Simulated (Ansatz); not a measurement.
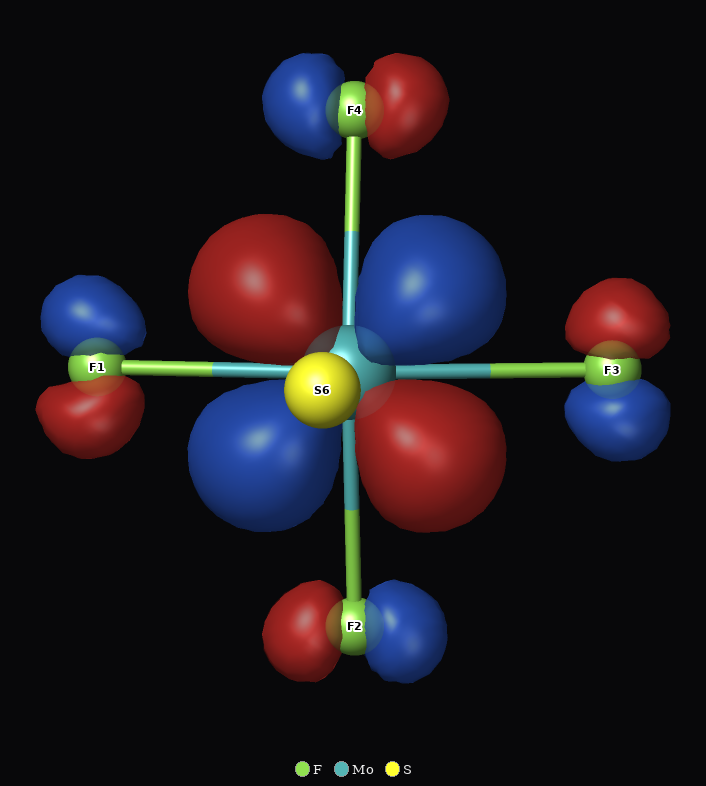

F₄MoS. The LUMO at ±0.2 Å⁻³ᐟ² (blue and red are the two phases), seen across its widest extent.

Geometry: PBE0-D4/def2-SVP; core potentials replace the inner electrons of Mo.

All numbers below come from isolated molecule in a Gaussian basis; Kohn-Sham density functional theory, functional PBE0 (Ansatz).

```xyz
6

F    -0.8679    0.0879   -1.6939
F    -1.3147   -0.7899    0.6066
F     1.1457   -1.0368    0.9903
F     1.5926   -0.1591   -1.3102
Mo    0.1567   -0.0260   -0.1772
S     0.2330    1.8980    0.5716
```

Where does this orbital lie, and at what energy?

Answer. It lies mainly on Mo5 (about 70 %), F1 (about 5 %), F2 (about 5 %), F3 (about 5 %) and F4 (about 5 %). Its energy is −4.53 eV.
